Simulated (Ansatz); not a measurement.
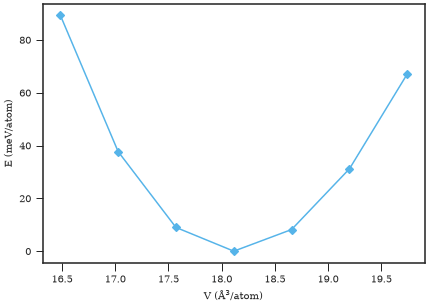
Figure: Nb (bcc (W type), space group No. 229) under volume change, DFT-PBE in the program Ansatz with PAW potentials, scaled uniformly.

Question: What does a third-order Birch–Murnaghan fit give for V₀, B₀ and B′?

Answer: V₀ = 18.11 Å³/atom, B₀ = 168 GPa, B′ = 3.8.

Space group Im-3m (bcc (W type)). The PBE relaxation kept the symmetry of its start. No spin polarisation was allowed.

Potentials: the earlier of the program's two PAW sets.
